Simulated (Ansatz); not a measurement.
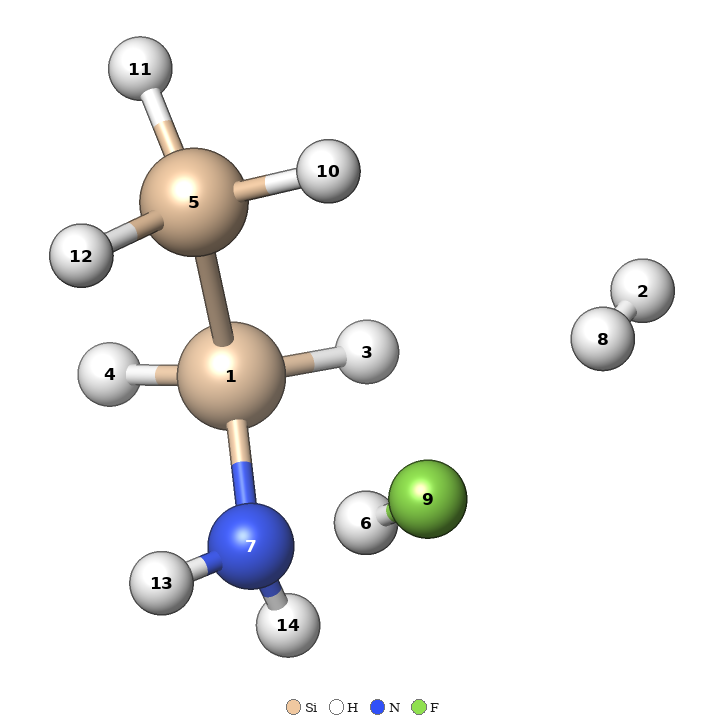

The atoms are numbered. The geometry was computed by an optimisation with PBE0-D4/def2-TZVP.

Give the bond lengths.

| bond | length (Å) |
| --- | --- |
| Si1–H3 | 1.485 |
| Si1–H4 | 1.492 |
| Si1–Si5 | 2.342 |
| Si1–N7 | 1.766 |
| H2–H8 | 0.748 |
| Si5–H10 | 1.482 |
| Si5–H11 | 1.488 |
| Si5–H12 | 1.489 |
| H6–F9 | 0.962 |
| N7–H13 | 1.013 |
| N7–H14 | 1.013 |
